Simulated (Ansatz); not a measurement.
# Calculations on Si$_{2}$N$_{2}$H$_{8}$

## 1. Relaxation

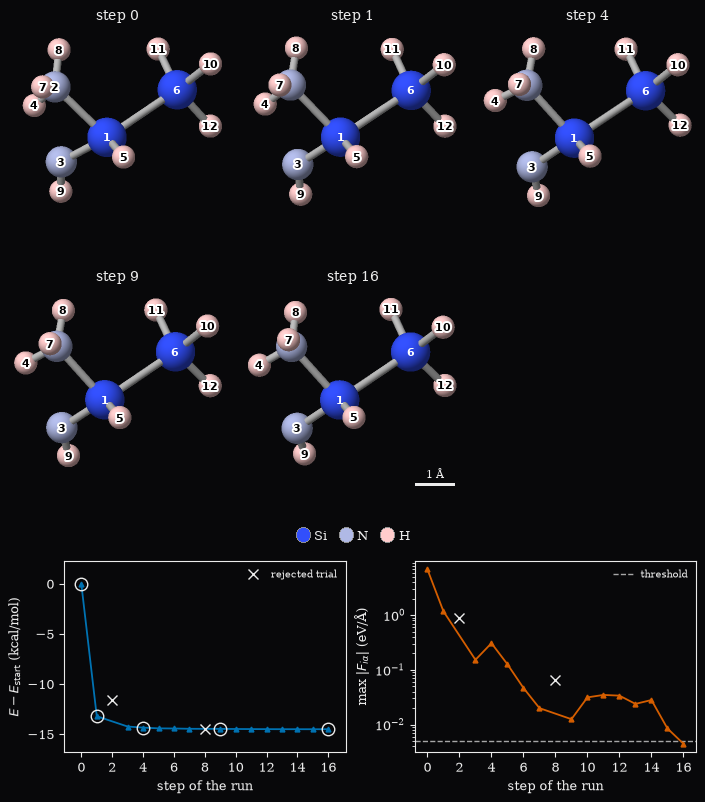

Frames of a relaxation of Si₂N₂H₈ (started from a transition state, displaced along its imaginary mode), marked on the history of the run. The picture is a ball-and-stick view, seen at a tilt.

The calculation used RKS PBE0-D4/def2-TZVP in Ansatz.

Input
```yaml
crystal:
  periodic: [false, false, false]
  atoms:
    - {symbol: Si, position_ang: [-0.320006, 0.293378, -0.653924]}
    - {symbol: N, position_ang: [0.947214, 1.335086, 0.381621]}
    - {symbol: N, position_ang: [0.893727, 0.153671, -1.717011]}
    - {symbol: H, position_ang: [1.497664, 1.174944, -0.310458]}
    - {symbol: H, position_ang: [-1.469235, 1.271415, -0.755847]}
    - {symbol: Si, position_ang: [-1.033651, -1.471324, 0.748290]}
    - {symbol: H, position_ang: [0.755990, 2.326340, 0.509899]}
    - {symbol: H, position_ang: [1.302758, 0.941757, 1.248906]}
    - {symbol: H, position_ang: [0.973807, -0.340101, -2.574569]}
    - {symbol: H, position_ang: [-2.022027, -1.080205, 1.793276]}
    - {symbol: H, position_ang: [0.136629, -2.091327, 1.437680]}
    - {symbol: H, position_ang: [-1.662970, -2.513435, -0.107963]}
basis:
  gaussian: {orbitals: def2-TZVP}
hamiltonian: {xc: pbe0, dispersion: d4}
relax: {f_tol: 0.005, max_steps: 200}
```

Launched with:
```bash
ansatz run in.yaml --threads 4 --pin off --events-out ev --progress --plain --max-ram 9574MiB
```

Describe the path.

After 14 accepted moves (16 points after the start) the energy has fallen by 14.5 kcal/mol. Largest force component: 6.8 eV/Å at the start, 0.0045 eV/Å at the end. The line search rejected the trial steps at points 2, 8 of the run. H7 moves most after the best rigid fit: 0.36 Å. Largest moves by element: H 0.36 Å, N 0.15 Å, Si 0.08 Å. Some distances before and after: N2–H4 0.899 → 1.027 Å, N3–H9 0.993 → 1.006 Å, Si1–H5 1.513 → 1.508 Å. Bond angles that change, for instance: Si1–N2–H4 83.9° → 94.6°, N2–Si1–N3 84.7° → 93.3°, Si1–N3–H9 132.1° → 126.0°. From step 0 to 1: H9 moves most (0.16 Å), energy −13.2 kcal/mol. From step 1 to 4: H4 moves most (0.17 Å), energy −1.14 kcal/mol. From step 4 to 9: H atoms move most (0.05 Å), energy −0.13 kcal/mol. From step 9 to 16: H atoms move most (0.15 Å), energy −0.03 kcal/mol.

```tsv
step	E − E(0), kcal/mol	largest force component, eV/Å	note
0	0.00	6.8373	
1	-13.19	1.1721	
2	-11.59	0.8972	rejected
3	-14.22	0.1525	
4	-14.33	0.3072	
5	-14.40	0.1264	
6	-14.42	0.0467	
7	-14.45	0.0200	
8	-14.43	0.0663	rejected
9	-14.46	0.0125	
10	-14.47	0.0314	
11	-14.47	0.0348	
12	-14.48	0.0338	
13	-14.49	0.0239	
14	-14.49	0.0281	
15	-14.49	0.0085	
16	-14.49	0.0045
```

## 2. Relaxation

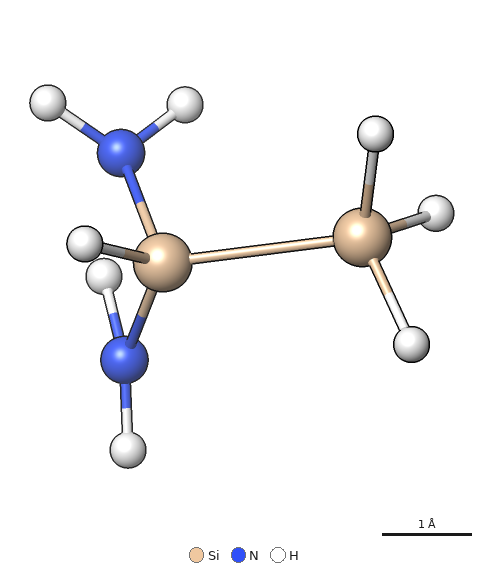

This is the input geometry for a relaxation of Si$_{2}$N$_{2}$H$_{8}$ (started from a transition state, displaced along its imaginary mode). A ball-and-stick model, seen at a tilt.

These are results of RKS PBE0-D4/def2-TZVP in Ansatz 0.2.0, not measurements.

The input:
```yaml
crystal:
  periodic: [false, false, false]
  atoms:
    - {symbol: Si, position_ang: [-0.308965, 0.378554, -0.494320]}
    - {symbol: N, position_ang: [0.876686, 1.351033, 0.453425]}
    - {symbol: N, position_ang: [0.957147, 0.250917, -1.593617]}
    - {symbol: H, position_ang: [1.478983, 0.882569, -0.834069]}
    - {symbol: H, position_ang: [-1.483839, 1.260728, -0.777890]}
    - {symbol: Si, position_ang: [-1.034098, -1.480318, 0.745626]}
    - {symbol: H, position_ang: [0.719044, 2.340745, 0.567298]}
    - {symbol: H, position_ang: [1.284504, 0.957616, 1.289117]}
    - {symbol: H, position_ang: [1.071531, -0.249981, -2.470698]}
    - {symbol: H, position_ang: [-2.020415, -1.073262, 1.790570]}
    - {symbol: H, position_ang: [0.134053, -2.099130, 1.432892]}
    - {symbol: H, position_ang: [-1.674731, -2.519272, -0.108435]}
basis:
  gaussian: {orbitals: def2-TZVP}
hamiltonian: {xc: pbe0, dispersion: d4}
relax: {f_tol: 0.005, max_steps: 200}
```

Command:
```bash
ansatz run in.yaml --threads 4 --pin off --events-out ev --progress --plain --max-ram 9574MiB
```

### Where does the relaxation end?

The largest move after the best rigid fit is that of H4, 1.25 Å. By element the largest moves are H 1.25 Å, N 0.41 Å, Si 0.33 Å. Near-neighbour distances that change, for instance: N2–H4 1.497 → 3.058 Å, Si1–H4 1.888 → 2.391 Å, N3–H4 1.117 → 1.008 Å, Si1–N2 1.803 → 1.717 Å. Among the angles between lasting bonds that change: Si1–N3–H4 82.2° → 120.6°, H4–N3–H9 144.4° → 111.9°, N2–Si1–N3 83.7° → 107.8°. Groups turn about Si1–N2 by about 40°. Over 16 geometry steps the energy falls by 155.5 kJ/mol. The largest force component goes from 2.1 to 0.002 eV/Å.

Step by step:

```csv
step,"E − E(0), kJ/mol","largest force component, eV/Å"
0,0.00,2.1193
1,-32.44,2.4844
2,-80.96,1.5627
3,-115.31,1.0545
4,-135.17,0.5277
5,-144.74,0.2202
6,-146.78,0.2492
7,-147.69,0.1937
8,-148.59,0.1676
9,-151.84,0.2525
10,-154.28,0.3668
11,-155.24,0.0790
12,-155.42,0.0494
13,-155.46,0.0354
14,-155.48,0.0139
15,-155.48,0.0079
16,-155.48,0.0020
```

The structure at the end:

```xyz
12

Si   -0.1147    0.5537   -0.2892
N     0.7576    1.5829    0.7726
N     0.9604    0.0397   -1.5220
H     1.4718    0.7133   -2.0704
H    -1.2654    1.4092   -0.7160
Si   -0.9635   -1.4262    0.6575
H     0.2830    2.3310    1.2500
H     1.5453    1.2417    1.2992
H     0.7965   -0.8120   -2.0321
H    -2.0897   -1.1210    1.5844
H     0.0899   -2.1347    1.4399
H    -1.4713   -2.3775   -0.3743
```

After the run, drawn alike:

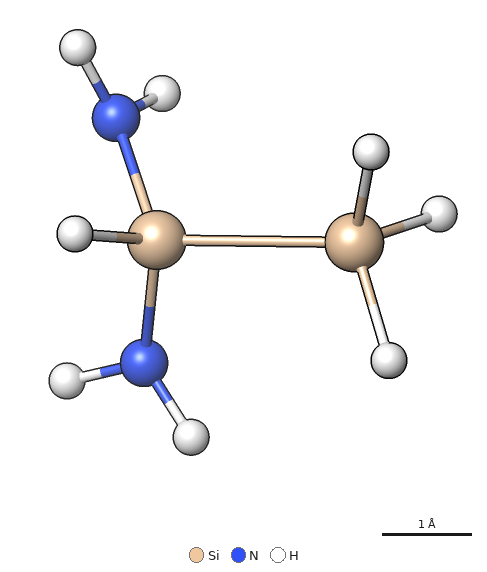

## 3. Reaction

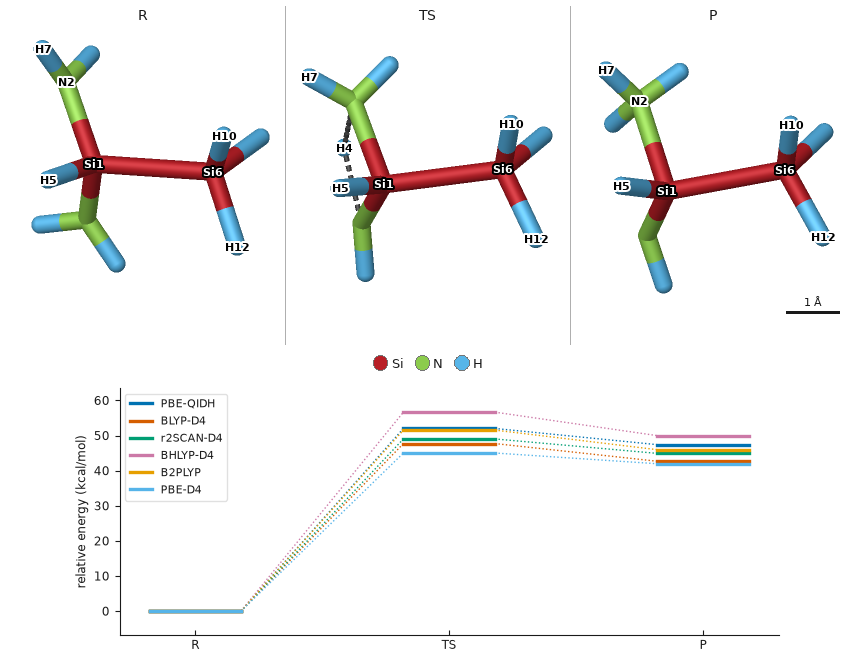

A reaction step of Si₂N₂H₈, with its energy diagram. The picture is a stick view, seen at a tilt. Dashed sticks mark bonds that form or break.

Stationary points at PBE0-D4/def2-TZVP, single-point energies with PBE-QIDH, BLYP-D4, r2SCAN-D4, BHLYP-D4, B2PLYP, PBE-D4 (def2-TZVPP where no basis is named; Ansatz 0.2.0). The energies are electronic, without zero-point or thermal terms, and both ends are the minima reached downhill from the saddle, with any fragments still in contact.

### Describe the step and its energetics.

From R over the saddle to P, a bond forms: H–N (3.06 → 1.19 → 1.03 Å). A bond breaks: H–N (1.01 → 1.47 → 2.22 Å). The saddle has one imaginary mode, 1155i cm⁻¹. With PBE-QIDH the barrier is 52.0 kcal/mol from R and 4.6 kcal/mol from P, and P lies 47.4 kcal/mol above R. By Pauling bond orders of the changing bonds the saddle lies closer to P, the higher end, as Hammond's postulate suggests.

```csv
level,barrier from R (kcal/mol),barrier from P (kcal/mol),P less R (kcal/mol)
PBE-QIDH,52.0,4.6,47.4
BLYP-D4,47.7,5.0,42.7
r2SCAN-D4,49.0,4.1,44.9
BHLYP-D4,56.7,6.7,50.0
B2PLYP,51.6,5.6,46.0
PBE-D4,45.0,3.1,42.0
```
